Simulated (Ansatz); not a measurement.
## Phonon calculation, with input and output: CH$_{4}$AlNSe

CH$_{4}$AlNSe, SMILES [AlH2][N]=C[SeH], computed with RKS PBE0-D4/def2-TZVP (Ansatz 0.2.0).

The geometry comes from this level: PBE0-D4/def2-TZVP. Figures and captions count atoms from 1; the log counts them from 0 in places.

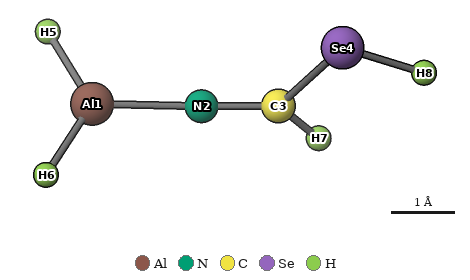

The structure (ball-and-stick view, seen at a tilt; atoms are numbered from 1 in the order of the input). Sticks mark near contacts. Bond lengths as drawn: Al–H 1.58 Å, Al–N 1.75 Å, C–H 1.10 Å, C–N 1.23 Å, C–Se 1.93 Å and H–Se 1.47 Å.

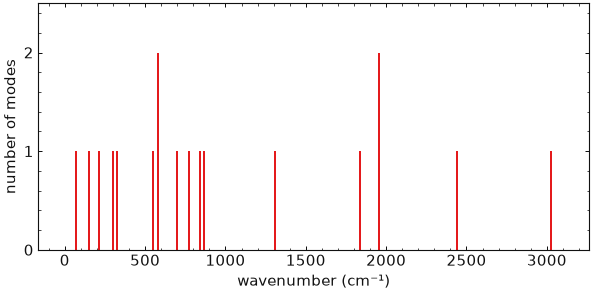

Harmonic vibrational wavenumbers from the force constants; neighbouring modes closer than 13 cm⁻¹ are counted in one stick. 18 modes from 71 to 3028 cm⁻¹, none imaginary.

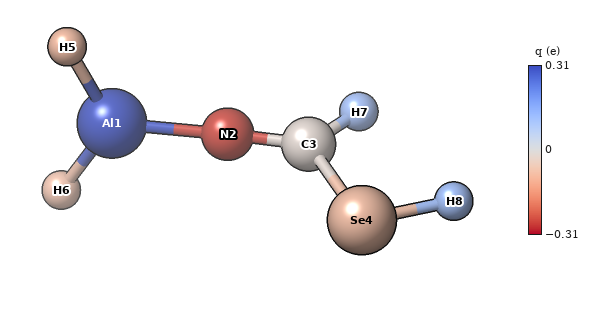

Mulliken charges, as the colour of each atom (ball-and-stick view, seen at a tilt; atoms are numbered from 1 in the order of the input). By element: Al +0.30, N −0.26, C −0.02, Se −0.08 and H −0.09 to +0.13 e.

The input and output of the run follow.

**Input file**
```yaml
crystal:
  periodic: [false, false, false]
  atoms:
    - {symbol: Al, position_ang: [0.007754, 2.010045, -0.314811]}
    - {symbol: N, position_ang: [-0.198138, 0.297492, -0.006701]}
    - {symbol: C, position_ang: [-0.289868, -0.914964, 0.199255]}
    - {symbol: Se, position_ang: [1.202677, -2.132366, 0.052489]}
    - {symbol: H, position_ang: [-0.221089, 2.512435, -1.793993]}
    - {symbol: H, position_ang: [0.384162, 2.927087, 0.914042]}
    - {symbol: H, position_ang: [-1.214117, -1.432894, 0.484663]}
    - {symbol: H, position_ang: [0.420820, -3.323936, 0.409255]}
basis:
  gaussian: {orbitals: def2-TZVP}
hamiltonian: {xc: pbe0, dispersion: d4}
phonons: {temperatures: {t_min: 298.15, t_max: 900, t_step: 200}}
```

Launch command:
```bash
ansatz run in.yaml --threads 2 --pin off --events-out ev --progress --plain --max-ram 4352MiB
```

**The program's output**
```
Functional definition: PBE0
  name "PBE0"
  cite "Adamo & Barone, J. Chem. Phys. 110, 6158 (1999) doi:10.1063/1.478522"
  cite "Perdew, Burke & Ernzerhof, Phys. Rev. Lett. 77, 3865 (1996) doi:10.1103/PhysRevLett.77.3865"
  parent pbe
  parameter a = 0.25
  parameter kappa = 0.804
  parameter beta = 0.06672455060314922
  exchange = (1 - a)*pbe_x(kappa = kappa, mu = beta*pi^2/3) + a*exact_x
  correlation = pbe_c(beta = beta)
1202 factors; their error is unknown
mean field evaluation 1: about -74514.5074 eV, gradient 7.0e1 eV
mean field evaluation 2: about -74444.5986 eV, gradient 1.5e2 eV
mean field evaluation 4: about -74524.6165 eV, gradient 1.7e1 eV
mean field evaluation 8: about -74525.2587 eV, gradient 1.1e-1 eV
mean field evaluation 16: about -74525.6922 eV, gradient 7.1e-4 eV
mean field -74525.69223022 eV, -2738.7686741322 hartree, gradient 4.4e-5 eV, S^2 0.000000; 0 other end points of the search recorded, 0 dependent functions left out
the calculation of the forces begins
reference -74525.69226601 eV, -2738.7686754472 hartree; 32, 32 occupied and 139, 139 virtual orbitals, 1202 factors
these checks for a lower state are left out or cut short: stability, starts, cluster_reference, orbital_swaps, neighbouring_geometries, increment
1202 factors; their error is unknown
mean field -74525.69221021 eV, -2738.7686733969 hartree, gradient 3.0e-6 eV, S^2 0.000000; 0 other end points of the search recorded, 0 dependent functions left out
[... from here on the field's lines of each further geometry are left out, up to the last ...]
the calculation of the forces begins
reference -74525.69226123 eV, -2738.7686752718 hartree; 32, 32 occupied and 139, 139 virtual orbitals, 1202 factors
these checks for a lower state are left out or cut short: stability, starts, cluster_reference, orbital_swaps, neighbouring_geometries, increment
1202 factors; their error is unknown
mean field evaluation 352: about -74525.6922 eV, gradient 1.6e-4 eV
mean field -74525.69222545 eV, -2738.7686739566 hartree, gradient 3.0e-6 eV, S^2 0.000000; 0 other end points of the search recorded, 0 dependent functions left out
the calculation of the forces begins
reference -74525.69226123 eV, -2738.7686752716 hartree; 32, 32 occupied and 139, 139 virtual orbitals, 1202 factors
Total energy: -74525.84072962 eV, -2738.7741313842 hartree
Atom 0 at     0.007754     2.010045    -0.314811 Å, force    -0.000060    -0.000737    -0.000077 eV/Å
Atom 1 at    -0.198138     0.297492    -0.006701 Å, force     0.000026     0.000856    -0.000058 eV/Å
Atom 2 at    -0.289868    -0.914964     0.199255 Å, force    -0.001099     0.000181     0.000062 eV/Å
Atom 3 at     1.202677    -2.132366     0.052489 Å, force     0.001686    -0.001126    -0.000223 eV/Å
Atom 4 at    -0.221089     2.512435    -1.793993 Å, force    -0.000036    -0.000068    -0.000015 eV/Å
Atom 5 at     0.384162     2.927087     0.914042 Å, force    -0.000177    -0.000151     0.000200 eV/Å
Atom 6 at    -1.214117    -1.432894     0.484663 Å, force    -0.000528     0.001219     0.000146 eV/Å
Atom 7 at     0.420820    -3.323936     0.409255 Å, force     0.000187    -0.000174    -0.000036 eV/Å
Dipole moment:    -0.188877    -0.242987     0.079350 e Å
Vibrations: 70.96 152.25 212.85 298.47 322.21 550.14 576.07 588.72 701.03 770.71 842.56 868.93 1309.43 1835.91 1950.20 1956.76 2439.51 3027.90 cm⁻¹, zero-point energy 1.145280 eV
```

**Results in brief**

| quantity | value |
| --- | --- |
| outcome | converged |
| total energy | −74525.8407 eV |
| mean-field energy | −74525.6923 eV |
| dispersion energy | −0.1485 eV |
| largest force (length of the vector) | 0.002 eV/Å |
| dipole moment | 1.53 D |
| hardware | 2 threads of Arm Neoverse V2, 23 GiB of memory available, shared host |
| wall time | 3 min (CPU time 6 min) |
| peak memory | 0.42 GiB |
